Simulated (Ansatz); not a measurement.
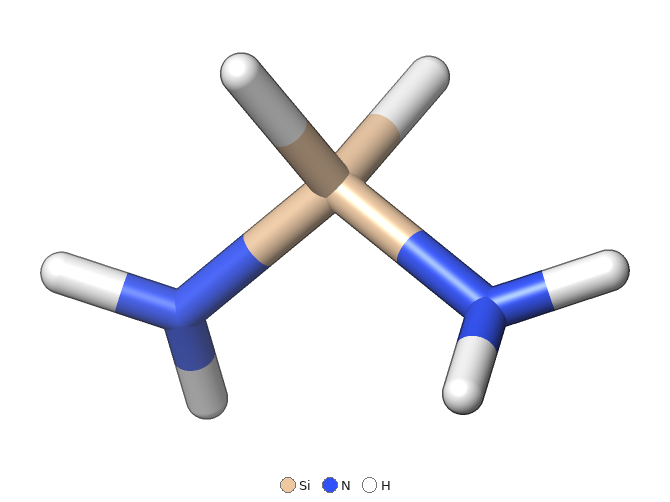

Stick drawing of a structure. Every bond is drawn as one stick, whatever its order.

What does the picture show?

The molecule is H6N2Si. The point group is C2. Coordination, clear cases only: 1 Si tetrahedral.

The parts below concern this one geometry. Atoms keep their numbers from picture to picture. Computed geometry: PBE0-D4/def2-TZVP optimisation.

Shape

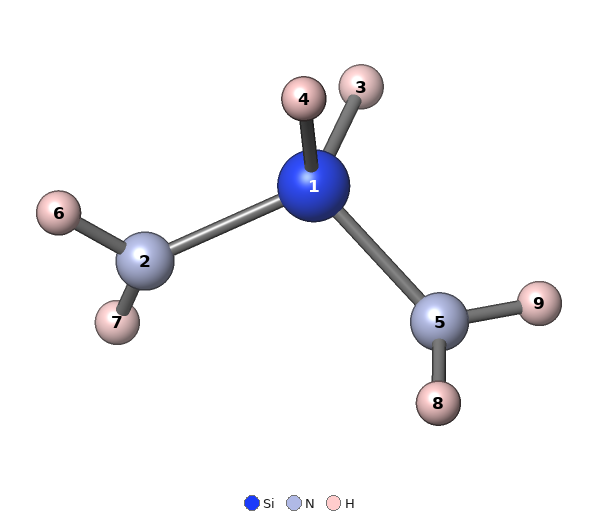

The atoms are numbered.

Give these bond angles: N2–Si1–N5, N2–Si1–H3, Si1–N2–H7, Si1–N2–H6.

```csv
angle,degrees
N2–Si1–N5,108.5
N2–Si1–H3,117.1
Si1–N2–H7,121.6
Si1–N2–H6,120.5
```

Vibrations

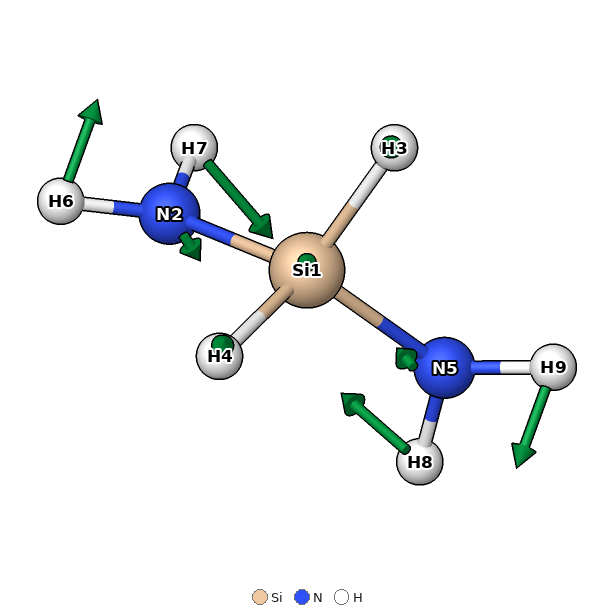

The arrows show one normal mode. Harmonic vibrations computed with RKS PBE0-D4/def2-TZVP (Ansatz 0.2.0) at a stationary point of the same level.

Estimate its harmonic wavenumber.

206 cm⁻¹; it is mode 1 of 21 counted from the lowest.

Electronic properties

Level of theory: RKS PBE0-D4/def2-TZVP (Ansatz 0.2.0).

What is the dipole moment?

0.75 D.

Estimate the dispersion correction.

−11.1 kJ/mol.

Charges

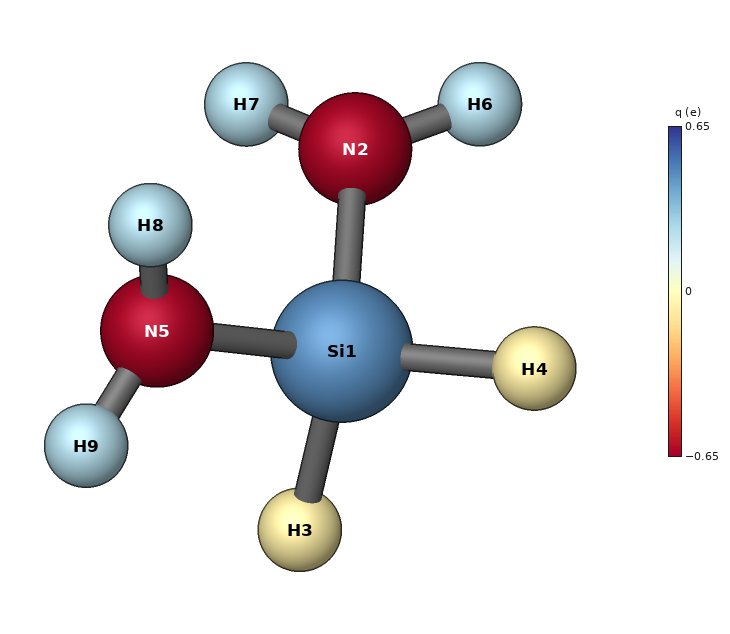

Atoms are coloured by their Mulliken charges. Level of theory: RKS PBE0-D4/def2-TZVP (Ansatz 0.2.0).

Give the Mulliken charges atom by atom.

| atom | value (e) |
| --- | --- |
| Si1 | 0.45 |
| N2 | −0.63 |
| H3 | −0.07 |
| H4 | −0.07 |
| N5 | −0.63 |
| H6 | 0.24 |
| H7 | 0.24 |
| H8 | 0.24 |
| H9 | 0.24 |

Mulliken values depend strongly on the basis set and can even reverse the polarity of a bond.
